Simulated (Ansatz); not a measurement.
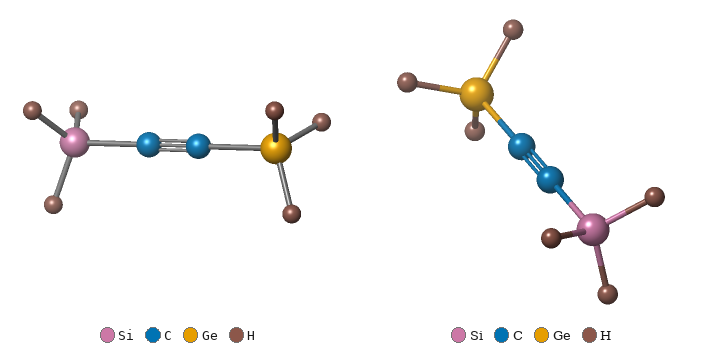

Both panels show the same species.

What does the picture show?

It has 10 atoms: 2 carbon, 6 hydrogen, 1 germanium and 1 silicon (C₂H₆GeSi). Its SMILES string is `[SiH3]C#[C][GeH3]`. Among its groups: alkyne, Si–H bond. Coordination: 1 Si tetrahedral; 2 C linear; 1 Ge tetrahedral.

The parts below concern this one geometry. Atoms keep their numbers from picture to picture. The computed structure is the end point of a PBE0-D4/def2-TZVP optimisation.

**Shape**

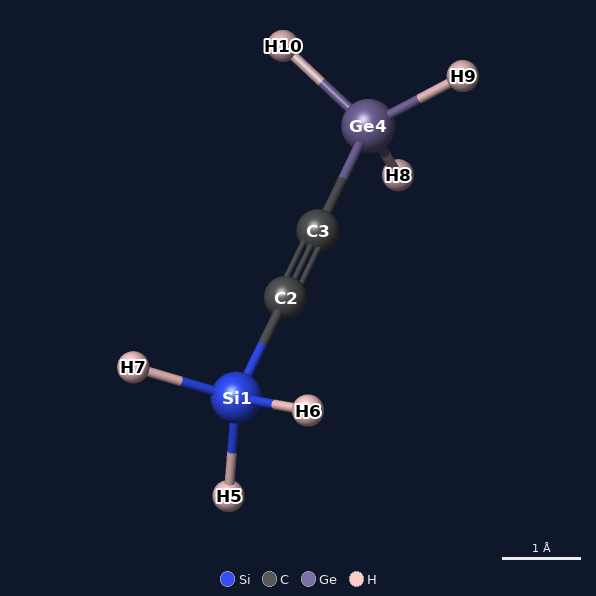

Atoms carry their numbers in the input.

List the bonds and their lengths.

| bond | length (Å) |
| --- | --- |
| Si1–C2 | 1.823 |
| Si1–H5 | 1.484 |
| Si1–H6 | 1.484 |
| Si1–H7 | 1.484 |
| C2–C3 | 1.213 |
| C3–Ge4 | 1.902 |
| Ge4–H8 | 1.533 |
| Ge4–H9 | 1.533 |
| Ge4–H10 | 1.533 |

**Vibrations**

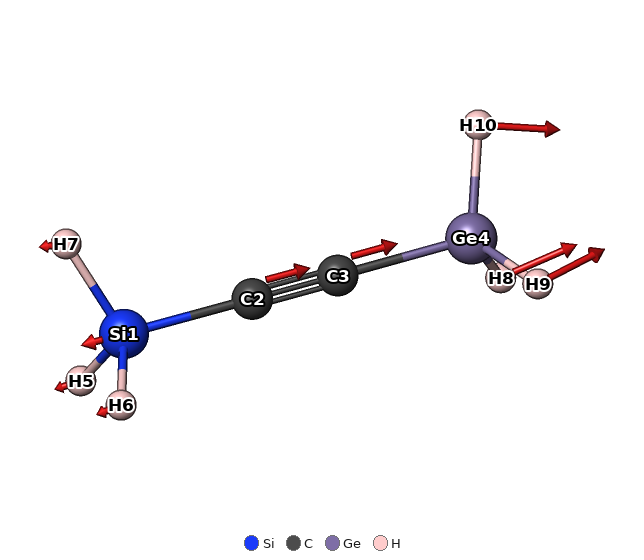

The arrows show one normal mode. Harmonic vibrations computed with RKS PBE0-D4/def2-TZVP (Ansatz 0.2.0) at a stationary point of the same level.

Question: Estimate its harmonic wavenumber.

Answer: 765 cm⁻¹; it is mode 11 of 24 counted from the lowest.

**Levels of theory compared**

Program: Ansatz 0.2.0.

At this fixed geometry, give HOMO energy (eV) at these levels: B97M-V/def2-TZVPP; BHLYP-D4/def2-TZVPP; HSE06-D4/def2-TZVPP; PBE-D4/def2-TZVPP; PBE0-D4/def2-SVP; PBE0-D4/def2-TZVPP; r2SCAN0-D4/def2-TZVPP; r2SCANh-D4/def2-TZVPP; ωB97M-V/def2-QZVPP.

```
                level  HOMO energy (eV)
    B97M-V/def2-TZVPP             −7.22
  BHLYP-D4/def2-TZVPP             −9.11
  HSE06-D4/def2-TZVPP             −7.69
    PBE-D4/def2-TZVPP             −6.91
     PBE0-D4/def2-SVP             −8.05
   PBE0-D4/def2-TZVPP             −8.09
r2SCAN0-D4/def2-TZVPP             −8.26
r2SCANh-D4/def2-TZVPP             −7.60
   ωB97M-V/def2-QZVPP            −10.29
```

**Charges**

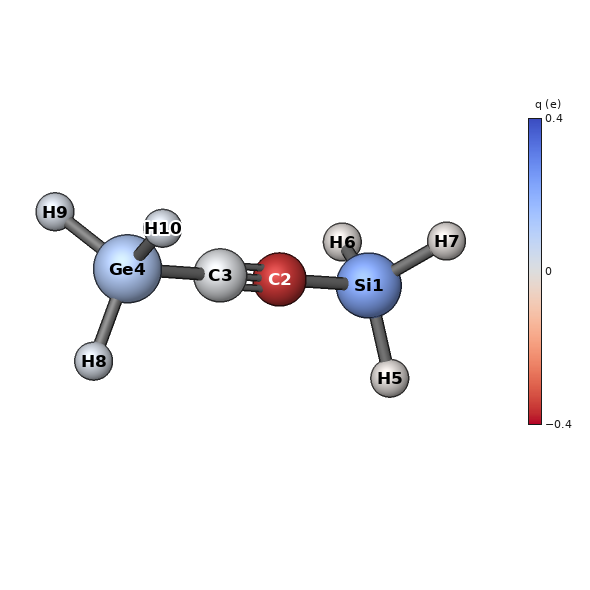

Atoms are coloured by their Mulliken charges. Properties computed with RKS PBE0-D4/def2-TZVP (Ansatz 0.2.0).

Question: Which atom carries the highest charge (most positive or least negative)?

Answer: Si1 (0.21 e).

Question: And the lowest?

Answer: C2 (−0.36 e).

List the Mulliken charges.

```tsv
atom	value (e)
Si1	0.21
C2	−0.36
C3	0.01
Ge4	0.11
H5	−0.01
H6	−0.01
H7	−0.01
H8	0.02
H9	0.02
H10	0.02
```

Mulliken values depend strongly on the basis set and can even reverse the polarity of a bond.
